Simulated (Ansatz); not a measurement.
**C₃H₉O (charge +1): density, localisation and related maps**

Input file:

```
crystal:
  periodic: [false, false, false]
  atoms:
    - {symbol: C, position_ang: [-0.494743, 1.015485, -0.855295]}
    - {symbol: O, position_ang: [-0.350697, -0.022162, 0.167625]}
    - {symbol: C, position_ang: [0.557343, 0.342247, 1.256911]}
    - {symbol: C, position_ang: [-0.115553, -1.361088, -0.376290]}
    - {symbol: H, position_ang: [-1.282258, 0.680502, -1.524852]}
    - {symbol: H, position_ang: [-0.790362, 1.922213, -0.334576]}
    - {symbol: H, position_ang: [0.455934, 1.137450, -1.375369]}
    - {symbol: H, position_ang: [0.198736, 1.288343, 1.653145]}
    - {symbol: H, position_ang: [1.570912, 0.424866, 0.863222]}
    - {symbol: H, position_ang: [0.475525, -0.444335, 2.002088]}
    - {symbol: H, position_ang: [-0.924499, -1.555926, -1.075105]}
    - {symbol: H, position_ang: [-0.158574, -2.047172, 0.465215]}
    - {symbol: H, position_ang: [0.858235, -1.380423, -0.866698]}
basis:
  gaussian: {orbitals: def2-TZVPP}
total_charge: 1
hamiltonian: {xc: pbe0, dispersion: d4}
output: {orbitals: {seedname: orbitals}}
```

Run with:

```sh
ansatz run in.yaml --threads 2 --pin off --events-out ev --progress --plain --max-ram 32768MiB --backend cpu
```

Geometry: PBE0-D4/def2-TZVP.

These are results of Ansatz 0.2.0, RKS PBE0-D4/def2-TZVPP, not measurements.

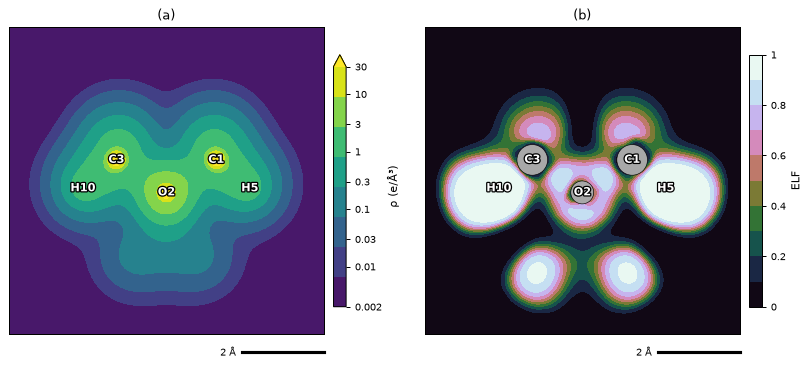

Figure 1. (a) electron density; (b) ELF on the plane of atoms C1, O2 and C3. Grey discs cover the atomic cores in the ELF map.

Describe what can be read from this map.

The section cuts through C, O and H sites. C–O (1.46 Å): ρ at the midpoint is about 1.8 e/Å³, with its minimum of 1.5 e/Å³ about 0.5 Å from C; the ELF peaks at about 0.90 between the atoms: a shared but strongly polarised pair. C–H (1.09 Å): ρ at the midpoint is about 2.1 e/Å³; the ELF climbs to about 1 towards the hydrogen, as it does in any bond to H; a covalent bond by its length.

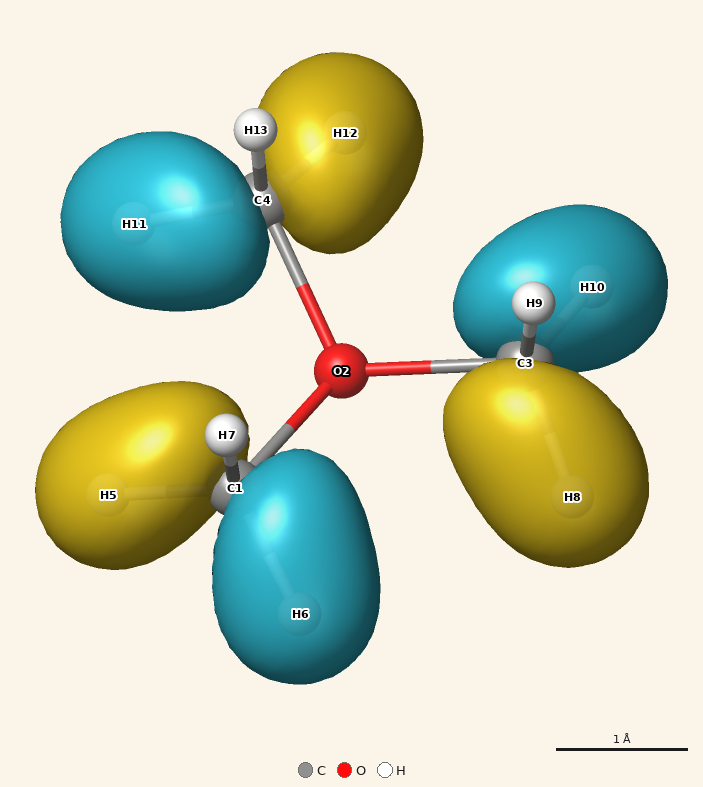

Figure 2. The HOMO−1 at ±0.15 Å⁻³ᐟ² (yellow and cyan are the two phases), seen at an oblique angle.

Describe this orbital and give its energy.

Its weight (Hirshfeld) is mainly on C1 (about 20 %), C3 (about 20 %), C4 (about 20 %), H5 (about 5 %), H8 (about 5 %), H6 (about 5 %), H11 (about 5 %), H10 (about 5 %) and H12 (about 5 %). Its energy is −16.68 eV.

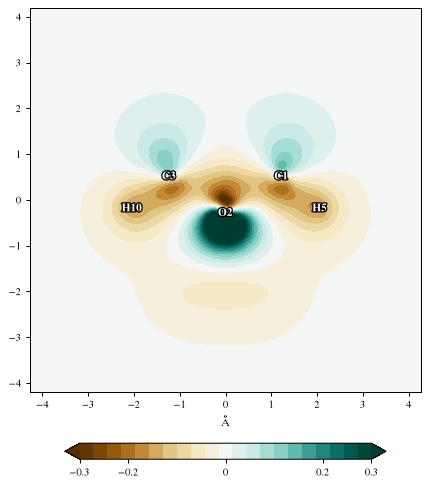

Figure 3. The HOMO on the plane of atoms C1, O2 and C3 (values in Å⁻³ᐟ²; the overall sign is arbitrary).

Describe this orbital and give its energy.

It lies mainly on O2 (about 40 %), C1 (about 10 %), C3 (about 10 %), C4 (about 10 %), H7 (about 5 %), H9 (about 5 %) and H13 (about 5 %). Its energy is −15.16 eV.
